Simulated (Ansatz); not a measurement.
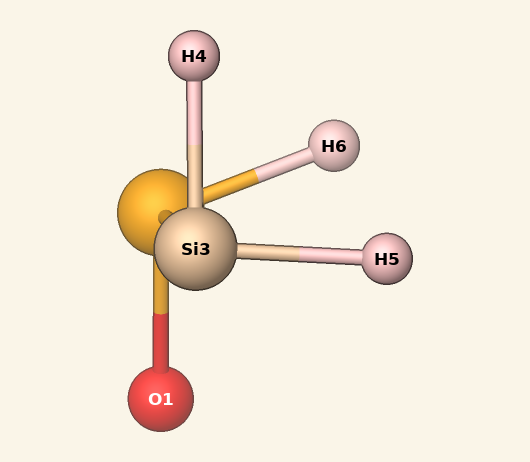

Se2 lies behind Si3. The molecule seen nearly along the Si3–Se2 bond, Si3 in front. Depth is shown by fading: the farther an atom, the more it takes the colour of the background. The species has charge −1 and is a spin singlet. The computed structure is the end point of a PBE0-D4/def2-TZVPD optimisation. No frequency run is at hand to confirm it as a minimum.

**What is the torsion angle H4–Si3–Se2–O1? The sign is positive where the front bond must turn clockwise to cover the back bond.**

178°, antiperiplanar (anti).
